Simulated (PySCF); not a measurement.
C$_{6}$H$_{8}$O$_{2}$SSi (SMILES O=C(C[SiH2]O)c1cccs1)

| atom | x (Å) | y (Å) | z (Å) |
| --- | --- | --- | --- |
| O | -1.7774 | 0.9138 | -0.0743 |
| C | -0.5737 | 0.7479 | 0.0992 |
| C | 0.4206 | 1.7298 | -0.3804 |
| Si | 0.3303 | 1.6606 | -2.3098 |
| O | -1.2320 | 1.5933 | -2.7016 |
| C | -0.0879 | -0.4851 | 0.7098 |
| C | -0.8700 | -1.5082 | 1.1866 |
| C | -0.1241 | -2.5717 | 1.7194 |
| C | 1.2181 | -2.3526 | 1.6419 |
| S | 1.5965 | -0.8447 | 0.9262 |
| H | 0.1039 | 2.7299 | -0.0913 |
| H | 1.4192 | 1.5414 | -0.0015 |
| H | 1.0260 | 0.4547 | -2.7562 |
| H | 0.8940 | 2.8952 | -2.8396 |
| H | -1.8621 | 1.4277 | -1.9875 |
| H | -1.9438 | -1.4716 | 1.1467 |
| H | -0.5599 | -3.4597 | 2.1413 |
| H | 2.0135 | -2.9947 | 1.9660 |

Geometry: GFN2-xTB.

All numbers below come from PBE0/pcSseg-1, SCF density, gas phase, non-relativistic in PySCF.

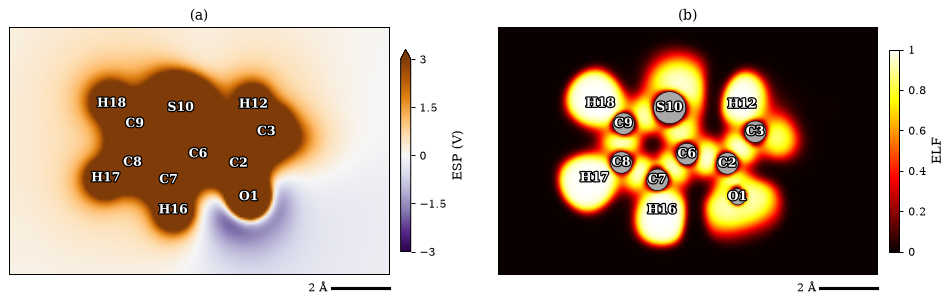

Figure 1. (a) molecular electrostatic potential; (b) ELF on the plane of atoms C8, C9 and S10. Grey discs cover the atomic cores in the ELF map.

Q: What does the map show?

A:
- The plane passes through O, C, S and H nuclei.
- C–O (1.23 Å): the ELF peaks at about 0.85 between the atoms; a short, multiple covalent bond.
- C–C (1.36 Å): the ELF peaks at about 0.95 between the atoms; a covalent bond.
- C–S (1.71 Å): the ELF peaks at about 0.90 between the atoms; a covalent bond.
- C–C (1.40 Å): the ELF peaks at about 0.95 between the atoms; localised, covalent bonding.
- The ELF also peaks beside O1 and S10, away from the bonds: lone-pair regions.
- Outside the dense part of the molecule the potential is most negative (−1.9 V) near O1.

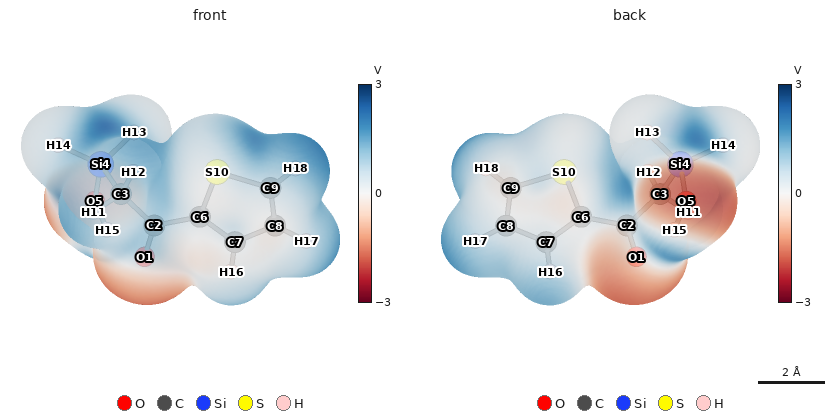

Figure 2. The electrostatic potential painted on the density surface at 0.004 e/bohr³, seen from the front and from behind; red is negative and blue positive.

Q: Which sites attract a positive test charge, and which a negative one?

A: A positive charge is drawn to the negative regions and a negative charge to the positive ones. The most negative region (about −1.9 V) lies over O5, the most positive (about +2.1 V) over Si4. O5 is the likeliest acceptor of a hydrogen bond.
